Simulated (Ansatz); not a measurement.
The calculation's input:

```
crystal:
  periodic: [false, false, false]
  atoms:
    - {symbol: F, position_ang: [-0.444548, 0.080744, 1.618207]}
    - {symbol: Ge, position_ang: [0.009980, -0.014740, -0.008280]}
    - {symbol: F, position_ang: [1.288075, -1.110397, -0.173147]}
    - {symbol: F, position_ang: [-1.306127, -0.540607, -0.931588]}
    - {symbol: F, position_ang: [0.502519, 1.511299, -0.546592]}
basis:
  gaussian: {orbitals: def2-TZVPP}
hamiltonian: {xc: pbe0, dispersion: d4}
output: {orbitals: {seedname: orbitals}}
```

Run with:

```sh
ansatz run in.yaml --threads 4 --pin off --events-out ev --progress --plain --max-ram 10444MiB
```

Geometry: PBE0-D4/def2-TZVP.

Method: Ansatz 0.2.0, RKS PBE0-D4/def2-TZVPP.

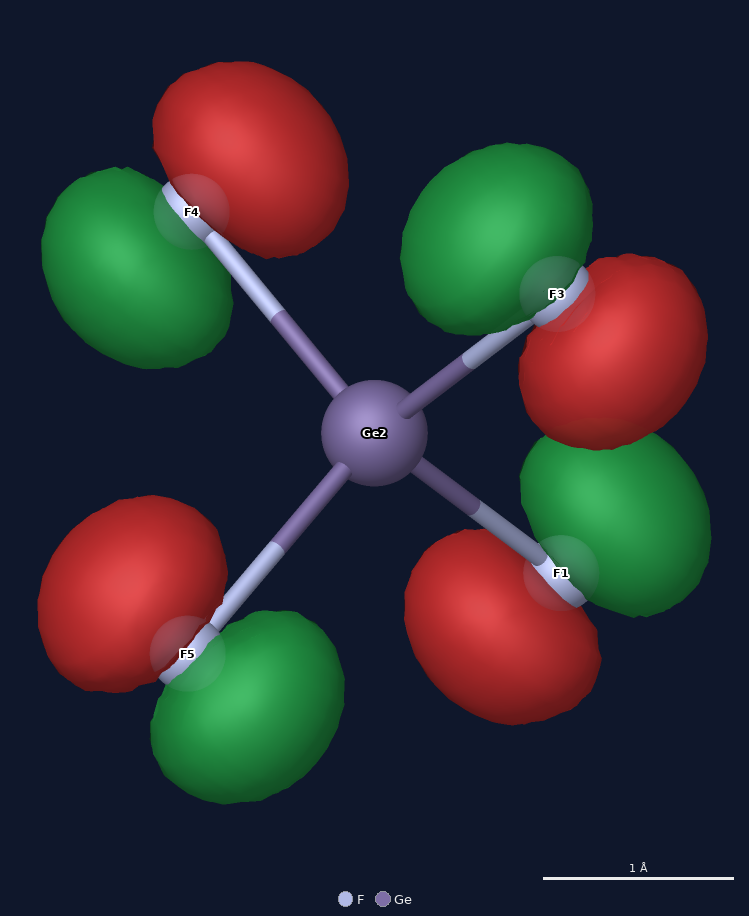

F4Ge (SMILES [F][Ge]([F])([F])[F]). The HOMO at ±0.2 Å⁻³ᐟ² (green and red are the two phases), seen at a tilt.

**Describe this orbital and give its energy.**

Its weight (Hirshfeld) is mainly on F1 (about 25 %), F3 (about 25 %), F4 (about 25 %) and F5 (about 25 %); largely a combination of lone pairs on F1, F3, F4 and F5. It is one of a degenerate set, so its orientation is arbitrary. Its energy is −12.69 eV.
